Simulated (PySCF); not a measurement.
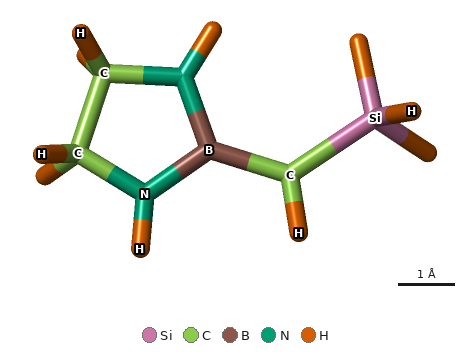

The input geometry (stick view, seen at a tilt).

## Run report: C3H10BN2Si, EPR calculation

System: C3H10BN2Si, multiplicity 2, SMILES [SiH3][CH]B1NCCN1.
Method: UKS B3LYP, pcH-1 on B C H N Si, non-relativistic, mean-field spin-orbit, GIAO (PySCF 2.14.0).

It belongs to a series of runs on one base structure; here: H removed from sp3 C.

## What the program printed
```
UKS, coarse grid
  cycle   1  E = -544.17219373  |g| = 3.93e-01
  cycle   2  E = -544.12814089  |g| = 5.04e-01
  cycle   3  E = -544.24551668  |g| = 5.25e-02
  cycle   4  E = -544.24627998  |g| = 3.09e-02
  cycle   5  E = -544.24674161  |g| = 7.31e-03
  cycle   6  E = -544.24677449  |g| = 2.05e-03
  cycle   7  E = -544.24677634  |g| = 1.31e-03
  cycle   8  E = -544.24677665  |g| = 5.08e-04
UKS, final grid
  cycle   1  E = -544.24674001  |g| = 8.73e-04
  cycle   2  E = -544.24673922  |g| = 1.63e-03
  cycle   3  E = -544.24674034  |g| = 6.11e-05
  cycle   4  E = -544.24674034  |g| = 1.39e-05
E = -544.24674034 Eh   <S^2> = 0.7538 (exact 0.7500)
g shifts (ppm)      1          2          3
  rmc          -135       -135       -135
  gc              0         34         37
  oz_so          17        748        882
  total        -118        646        784
hyperfine (MHz)  atom isotope    a_iso     a_fc   dipolar eigenvalues
    0  29Si      45.25      45.32     -2.12      0.42      1.70
    1   13C      64.98      65.06    -68.62    -67.50    136.12
    2   11B     -28.25     -28.25     -3.04     -1.92      4.96
    3   14N       2.70       2.71     -3.27     -2.65      5.92
    4   13C      -3.08      -3.08     -0.31     -0.31      0.62
    5   13C      -3.34      -3.34     -0.34     -0.28      0.62
    6   14N       2.83       2.84     -3.55     -2.94      6.49
    7    1H      73.26      73.26     -3.21     -1.58      4.79
    8    1H      -0.29      -0.29     -2.67     -2.55      5.22
    9    1H      53.49      53.49     -3.10     -1.90      5.00
   10    1H     -49.92     -49.93    -32.64     -1.03     33.67
   11    1H      -4.48      -4.49     -2.82     -2.20      5.02
   12    1H       7.65       7.65     -1.11     -0.87      1.98
   13    1H       7.93       7.93     -1.11     -0.87      1.98
   14    1H       8.55       8.55     -1.13     -0.90      2.03
   15    1H       8.78       8.78     -1.13     -0.89      2.02
   16    1H      -4.85      -4.86     -2.93     -2.27      5.20
```

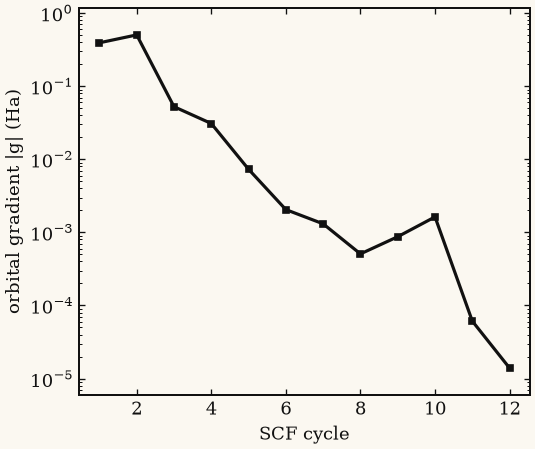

Convergence of the self-consistent field: orbital gradient |g| against the SCF cycle. All cycles printed in the log are drawn one after another.

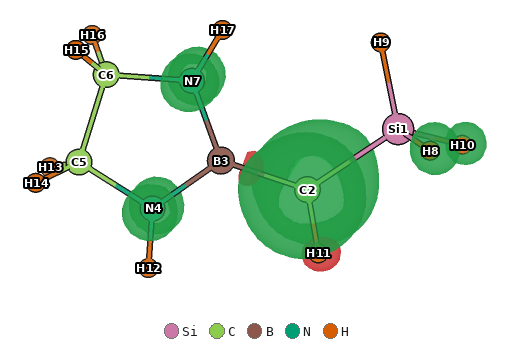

Isosurfaces of the spin density at +0.02 (green) and −0.02 e/Å³ (red), seen at a tilt. The unpaired spin (1 electron) lies mostly on C2 (about 0.6), Si1 (about 0.1) and B3 (about 0.1), in electrons by Hirshfeld's partition.

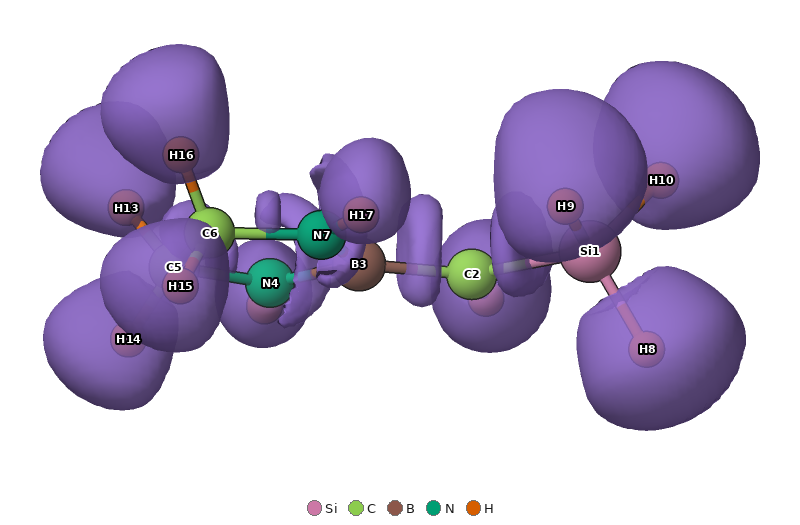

Isosurface of the ELF at 0.85 (purple), seen from the side. Only the valence region is drawn (cores and ρ < 0.01 e/Å³ removed). The ELF exceeds this value in one region between bonded B–C atoms (shared pairs), two regions between bonded B–N atoms (shared pairs), one region between bonded C–C atoms (shared pairs), two regions between bonded C–N atoms (shared pairs), one region between bonded C–Si atoms (shared pairs) and ten regions around hydrogen nuclei. C–N (1.44 Å): the ELF peaks at about 0.85 between the atoms, which marks localised, shared-pair bonding.

This output came from the following input.

## Input
```
{"job": {"kind": "epr", "basis": "pcH-1"}, "charge": 0, "multiplicity": 2}
Si     3.063051    -0.071003     0.296361
C      1.452287    -0.968456     0.127962
B      0.046174    -0.393693     0.206438
N     -1.170541    -1.109631     0.079964
C     -2.331436    -0.261120     0.216915
C     -1.748681     1.153870     0.428481
N     -0.318542     0.957314     0.419358
H      3.763395    -0.480369     1.526112
H      2.873173     1.383232     0.341391
H      3.945212    -0.386736    -0.838565
H      1.540049    -2.036336    -0.038561
H     -1.329115    -2.089414    -0.067885
H     -2.962285    -0.302747    -0.681451
H     -2.948717    -0.567867     1.072767
H     -2.084774     1.585113     1.381267
H     -2.061922     1.836763    -0.373455
H      0.265674     1.763107     0.542452
```

The first line tells a small driver script what to run in PySCF; the rest is the geometry in Å.

Launch command:
```bash
OMP_NUM_THREADS=1 python <driver script> task.json out
```

## Key numbers

| quantity | value |
| --- | --- |
| outcome | converged |
| total energy | −544.246740 hartree |
| ⟨S²⟩ | 0.754 |
| isotropic g | 2.0028 |
| hardware | 1 CPU thread, shared host |
| wall time | 82 s |
| peak memory | 0.97 GiB |
